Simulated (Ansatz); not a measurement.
## Electronic structure of H₄O₂Sn···HCl in real space

The calculation's input:

```
crystal:
  periodic: [false, false, false]
  atoms:
    - {symbol: Sn, position_ang: [-0.840408, 0.272661, -1.018783]}
    - {symbol: Cl, position_ang: [2.849847, -1.062740, 0.014283]}
    - {symbol: H, position_ang: [-0.622728, -1.029315, -2.086033]}
    - {symbol: H, position_ang: [-2.460038, 0.571315, -0.599061]}
    - {symbol: H, position_ang: [0.036426, 1.671688, -1.402909]}
    - {symbol: H, position_ang: [1.624521, -0.808983, 0.436618]}
    - {symbol: O, position_ang: [-0.008185, -0.454911, 0.678754]}
    - {symbol: O, position_ang: [-0.092113, 0.640484, 1.607415]}
    - {symbol: H, position_ang: [-0.487423, 0.200000, 2.369716]}
basis:
  gaussian: {orbitals: def2-TZVPP}
hamiltonian: {xc: pbe0, dispersion: d4}
output: {orbitals: {seedname: orbitals}}
```

Launched as:

```sh
ansatz run in.yaml --threads 4 --pin off --events-out ev --progress --plain --max-ram 9574MiB
```

The product side of a reaction path; geometry: PBE0-D4/def2-TZVP; core potentials replace the inner electrons of Sn.

Method: RKS PBE0-D4/def2-TZVPP in Ansatz 0.2.0.

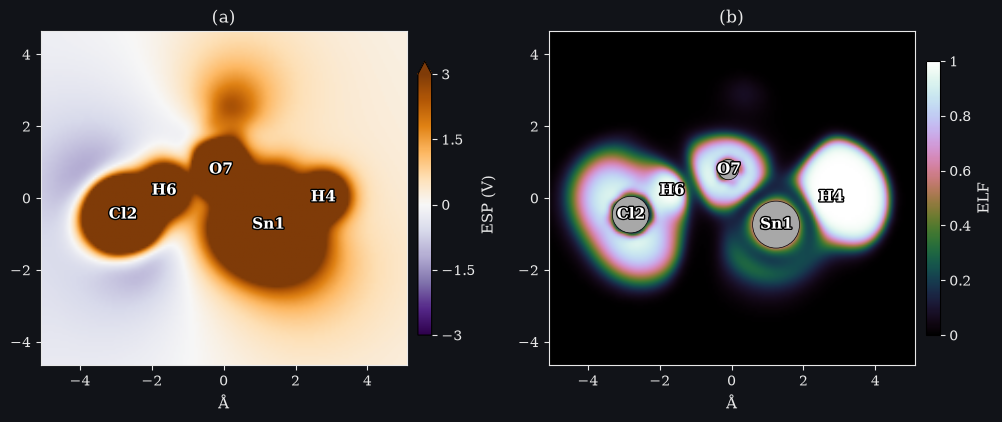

Figure 1. (a) molecular electrostatic potential; (b) ELF on the plane of atoms H4, Sn1 and O7. Grey discs cover the atomic cores in the ELF map.

Q: Interpret the plot.

A:
- Atoms in the plane: Sn, Cl, H and O.
- O7···H6 (1.69 Å): the ELF dips to about 0.25 between them.
- Sn–O (2.03 Å): the ELF peaks at about 0.90 in the valence shell of O, 0.6 Å from its nucleus, and drops to about 0.15 between the two atoms.
- Cl–H (1.32 Å): the ELF climbs to about 1 towards the hydrogen, as it does in any bond to H (an ordinary covalent bond to hydrogen).
- Sn–H (1.70 Å): the ELF climbs to about 1 towards the hydrogen.
- The ELF also peaks beside Cl2, away from the bonds: lone-pair regions.
- Outside the dense part of the complex the potential is most negative (−1.2 V) near Cl2.

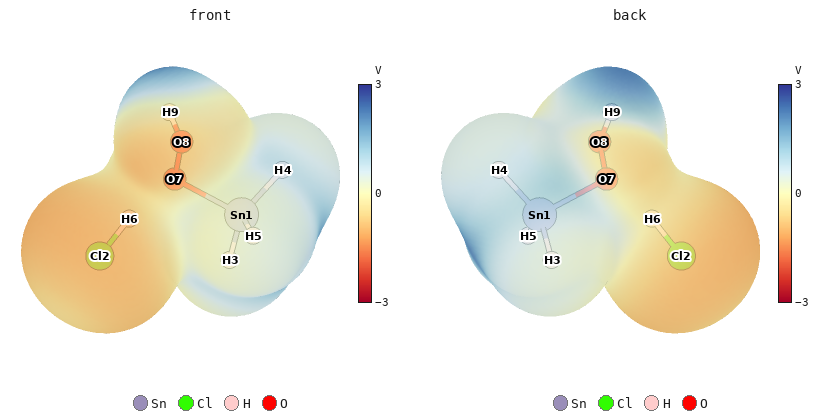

Figure 2. The electrostatic potential painted on the density surface at 0.001 e/bohr³, seen from the front and from behind; the colour scale runs from red (negative) to blue (positive).

Q: Which sites attract a positive test charge, and which a negative one?

A: A positive charge is drawn to the negative regions and a negative charge to the positive ones. The most negative region (about −1.1 V) lies over Cl2, the most positive (about +2.2 V) over Sn1 and H9.

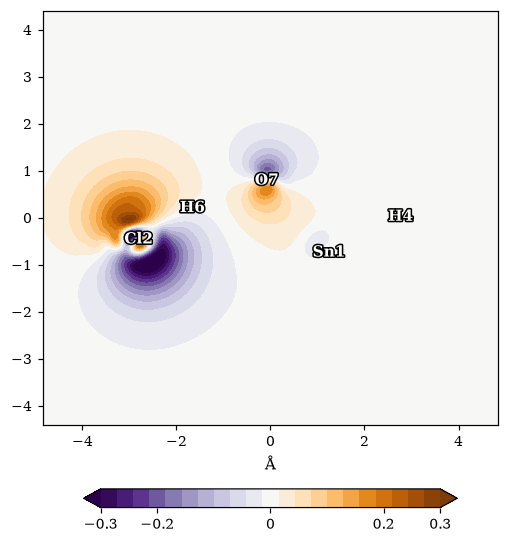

Figure 3. The HOMO−1 on the plane of atoms H4, Sn1 and O7 (values in Å⁻³ᐟ²; the overall sign is arbitrary).

Q: What is the character of this orbital?

A: By Hirshfeld shares it lies mainly on Cl2 (about 95 %); largely a lone pair of Cl2. Its energy is −8.40 eV.
